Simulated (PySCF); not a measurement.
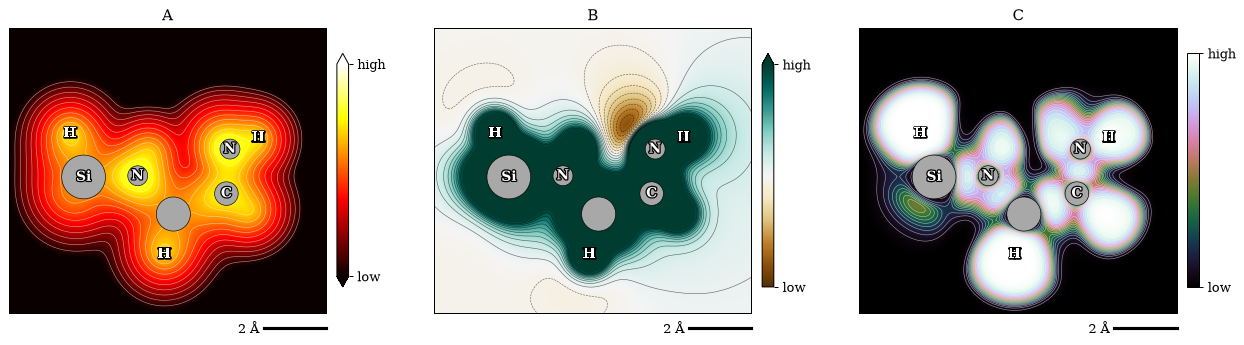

CH₁₀N₂Si₂ (SMILES NC[SiH2]N[SiH3]): 3 fields on the plane of atoms N4, Si5 and H13, with unlabelled colour scales. Grey discs cover the atomic cores.

Geometry: GFN2-xTB.

All numbers below come from PBE0/pcSseg-1, SCF density, gas phase, non-relativistic in PySCF 2.14.0.

> Which field does each panel show? The fields are: electron density, electron localisation function and electrostatic potential.

Panel A: electron density. Panel B: electrostatic potential (strongly positive close to the atoms, with negative regions outside electron-rich atoms). Panel C: electron localisation function. From the grid: C–N (1.46 Å): ρ at the midpoint is about 1.9 e/Å³; the ELF peaks at about 0.90 between the atoms: a covalent bond. Si–N (1.73 Å): ρ is about 1.1 e/Å³ halfway; the ELF peaks at about 0.90 between the atoms (a shared but strongly polarised pair).
